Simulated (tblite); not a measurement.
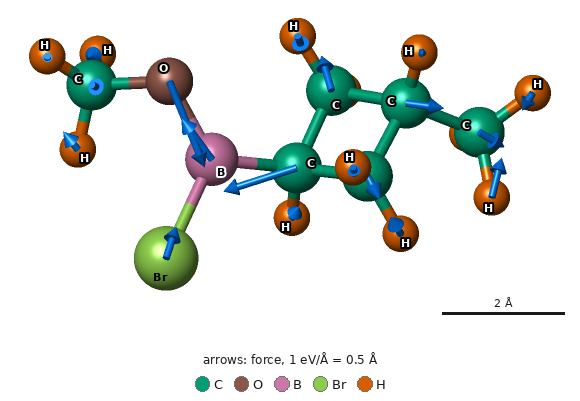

Starting geometry of C6H12BBrO with the computed forces as blue arrows. A ball-and-stick model, seen at a tilt.

All numbers below come from GFN2-xTB geometry optimisation, gas phase (tblite). 

Q: What follows when this structure is relaxed?

A: It isn't relaxed: the largest force vector, on the O atom, is 3.12 eV/Å. The final displacements have little in common with the starting forces (cosine between the two patterns 0.22). Over 130 geometry steps the energy falls by 33.2 kcal/mol. The largest move after the best rigid fit is that of an H atom, 1.12 Å. By element the largest moves are H 1.12 Å, O 0.82 Å, Br 0.57 Å, B 0.51 Å, C 0.28 Å. Among the contacts that change: B–O 1.467 → 1.315 Å, B–Br 1.992 → 1.925 Å, C–H 1.130 → 1.088 Å, C–C 1.518 → 1.553 Å. Bond angles that change, for instance: C–O–B 110.5° → 129.6°, C–C–C 108.4° → 113.9°, H–C–H 114.3° → 108.9°. Groups turn about B–O by about 60°, C–C by about 55°. The run took 0.94 s on 1 thread of Arm Neoverse V2 (shared host).
